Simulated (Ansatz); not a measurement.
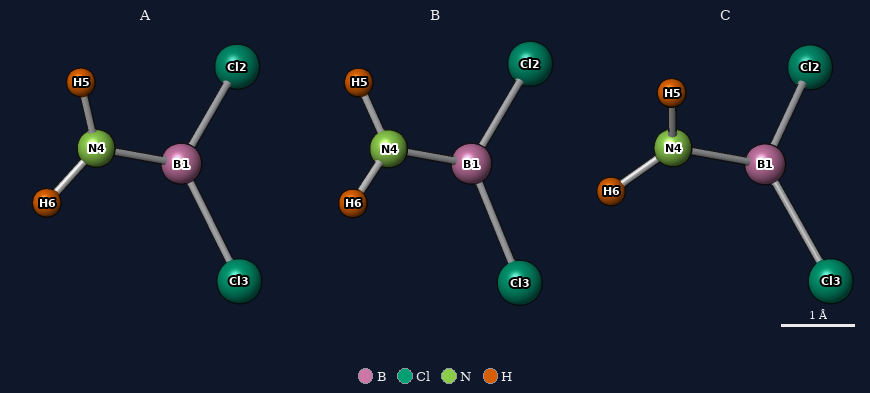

3 geometries from one relaxation of BNH2Cl2, in shuffled order. The picture is a ball-and-stick view, seen at a tilt.

The run prepares the start of a later molecular dynamics calculation, from a guessed geometry.

Computed with RKS BLYP-D4/def2-mTZVP in Ansatz. (no spin polarisation; force threshold 0.02 eV/Å; at most 40 steps)

### Order the frames from highest to lowest energy.

C, A, B. They are steps 0, 2, 5, at +28.7 kcal/mol, +6.16 kcal/mol relative to the last. After 5 geometry steps the energy has fallen by 28.7 kcal/mol. The largest force component goes from 2 to 0.018 eV/Å. The largest moves after the best rigid fit, 0.74 Å, are those of H5 and H6. Largest moves by element: H 0.74 Å, Cl 0.39 Å, N 0.09 Å, B 0.06 Å. Among the contacts that change: B1–N4 1.550 → 1.395 Å, B1–Cl2 1.860 → 1.790 Å, N4–H5 1.060 → 1.017 Å. Among the angles between lasting bonds that change: H5–N4–H6 120.0° → 114.5°, B1–N4–H5 120.0° → 122.8°. Groups turn about B1–N4 by about 65°. Cost: 4.9 s on 2 threads of Intel(R) Xeon(R) 6975P-C (Granite Rapids) (shared host), peak memory 0.16 GiB.
